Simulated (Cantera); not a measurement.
Feed: 1 mol (CH3)2SiCl2, 1.2 mol C2H4, a varied amount of H2, held at 2100 °C and 25.0 mbar.

Cantera equilibrium calculation (NASA polynomials, part measured and part estimated; ideal gas, pure solids and liquids). Candidate condensed phases: C, C6H6, C7H8, C8H18, Si, SiC; 109 gas species. The feed counts by its element totals alone. The tables' values for SiCl are old estimates; treat these amounts as uncertain. Gases not in the tables: Si2H6 and higher silanes. Equilibrium is a limit: real reactors are often held back by kinetics, nucleation or transport.

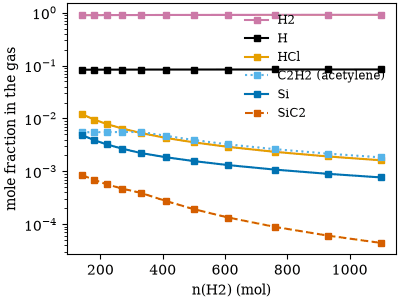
Fig. 1. Equilibrium gas composition (values under 1e-9 drawn at 1e-9)

Task: Read off the mole fractions at 140 mol H2.

Result: H2 about 0.89, H about 0.083, HCl about 0.012, C2H2 (acetylene) about 0.0055, Si about 0.0049, SiC2 about 0.00086.
